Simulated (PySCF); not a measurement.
SnAs (charge +1, triplet)

```
atom   x (Å)   y (Å)    z (Å)
  Sn  0.0000  0.0000  -1.0095
  As  0.0000  0.0000   1.6155
```

Core potentials replace the inner electrons of Sn.

These are results of PBE0/def2-SVP, non-relativistic Hamiltonian with scalar-relativistic core potentials where named, at a bond length of 2.625 Å (PySCF 2.14.0), not measurements.

What can the converged electron density, electron localisation function and spin density tell about the bonding?

Sn–As (2.62 Å): the density is about 0.48 e/Å³ at the midpoint; the ELF peaks at about 0.75 in the valence shell of As, 1.1 Å from its nucleus, and drops to about 0.20 between the two atoms.
The unpaired spin (2 electrons) lies mostly on As2 (about 1.6) and Sn1 (about 0.4), in electrons by Hirshfeld's partition.

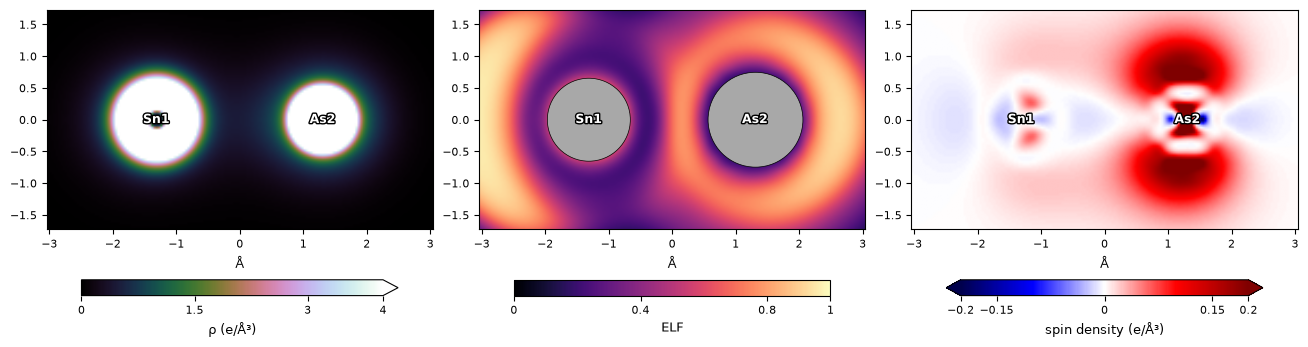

Computed electron density, electron localisation function and spin density on a plane that holds the molecular axis, in this order. Grey discs cover the atomic cores in the ELF map. 
